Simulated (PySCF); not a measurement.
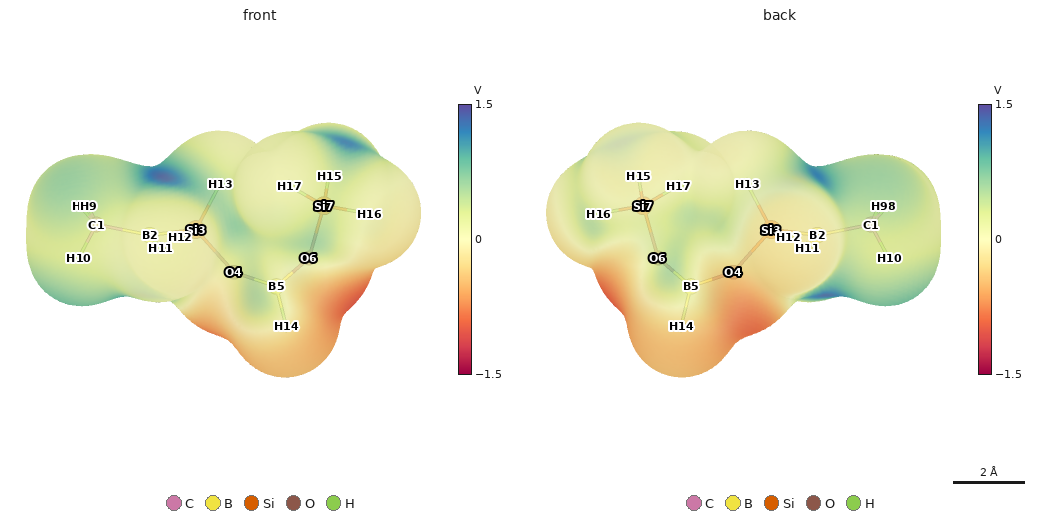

CH10B2O2Si2 (SMILES CB[SiH2]OBO[SiH3]). The electrostatic potential painted on the density surface at 0.001 e/bohr³, seen from the front and from behind; red is negative and blue positive.

Geometry: GFN2-xTB.

Theory: PySCF 2.14.0, PBE0/pcSseg-1, SCF density, gas phase, non-relativistic.

Input file:

```
{"job": {"kind": "nmr", "xc": "PBE0", "basis": "pcSseg-1"}, "charge": 0, "multiplicity": 1}
C     -3.259407     0.901238     0.526525
B     -1.795038     0.364596     0.698418
Si    -0.630050     0.032982    -0.847985
O      0.238797    -1.323981    -0.572307
B      1.393483    -1.882099    -0.241461
O      2.498073    -1.183540     0.042199
Si     3.211197     0.257135     0.181676
H     -3.541561     1.634921     1.280298
H     -3.495058     1.307826    -0.453280
H     -3.931112     0.055109     0.688628
H     -1.450043     0.147379     1.803001
H     -1.266050    -0.320235    -2.132749
H      0.267670     1.164692    -1.182039
H      1.460427    -3.060353    -0.188460
H      3.368275     0.850827    -1.148731
H      4.496072    -0.084356     0.792210
H      2.427327     1.149889     1.043072
```

Launched as:

```sh
OMP_NUM_THREADS=1 python probes_run.py task.json out
```

**Where is the surface potential most negative and most positive?**

The most negative region (about −0.9 V) lies over O4 and O6, the most positive (about +1.3 V) over B2.

**What dipole moment does the calculation give?**

Its dipole moment is 2.52 D.
